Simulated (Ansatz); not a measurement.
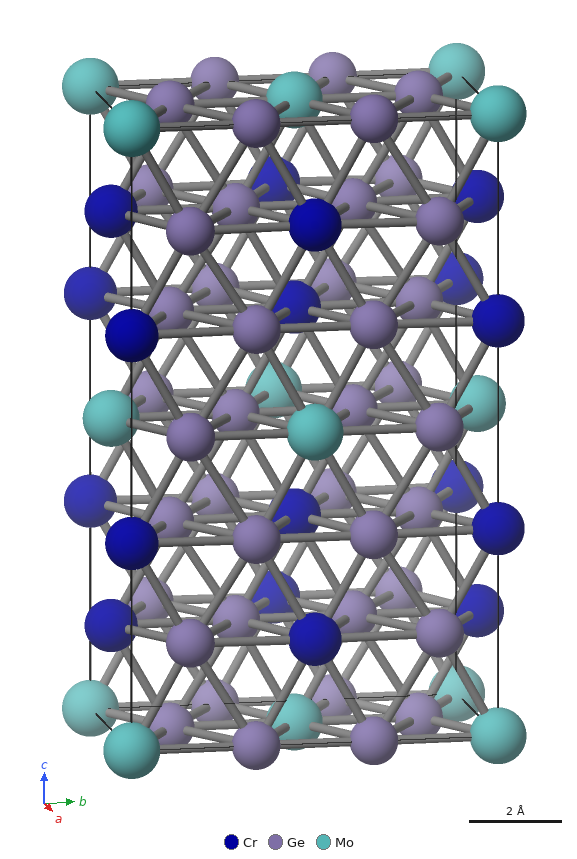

Shown here is a ball-and-stick view of the crystal, taken slightly off an axis. The lines enclose the conventional unit cell; boundary atoms appear with their images.

Cr2Ge6Mo, space group Fmmm (No. 69), a = 4.629 Å, b = 8.153 Å, c = 13.871 Å, α = 90.00°, β = 90.00°, γ = 90.00°. The structure comes from a structure type filled with these elements by a generator (whether the compound takes this form wasn't checked). Earlier steps of the study, as a rule a relaxation of our own, may have changed the cell and positions, so they can lie some per cent off the listed ones. It was run through Ansatz as a DFT input.

This one geometry was computed with Ansatz (DFT, plane waves, PAW) at three levels of theory: r2SCAN, PBE and LDA.

> Which level gives the highest pressure at this volume, and what does that say about its equilibrium volume?

Highest: PBE (0.0 GPa), which points to the largest equilibrium volume. Lowest, with the smallest volume: LDA (-9.6 GPa). Levels within 0.5 GPa of each other can't be told apart.

> How does the band gap change with the level of theory?

All levels give a metal.

> Collect the results in a table.

| level | cutoff (eV) | k-mesh of the run's cell | gap (eV) | pressure (GPa) |
| --- | --- | --- | --- | --- |
| r2SCAN | 500 | 10×10×10 | metal | -4.2 |
| PBE | 420 | 10×10×10 | metal | 0.0 |
| LDA | 420 | 10×10×10 | metal | -9.6 |

Gaps are taken on the k-mesh or band path of each run.
